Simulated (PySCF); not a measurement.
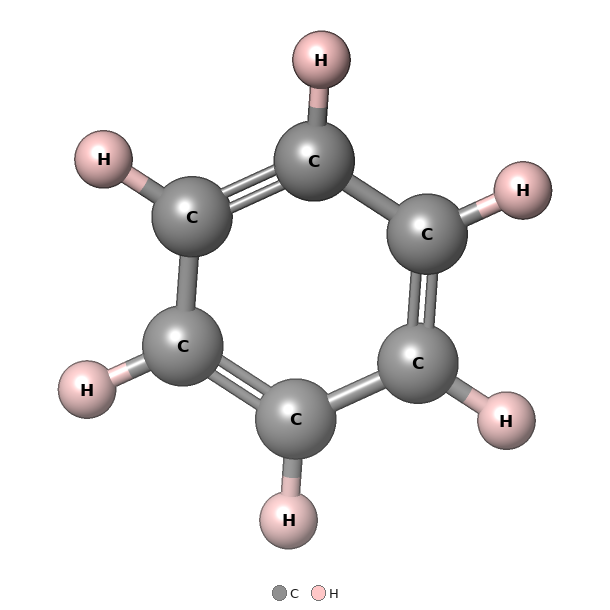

Orthographic view. Atoms fade into the background with distance from the viewer. Computed geometry: PBE0-D3(BJ)/def2-SVP optimisation. No frequency run is at hand to confirm it as a minimum.

### Write the InChI string.

InChI=1S/C6H6/c1-2-4-6-5-3-1/h1-6H
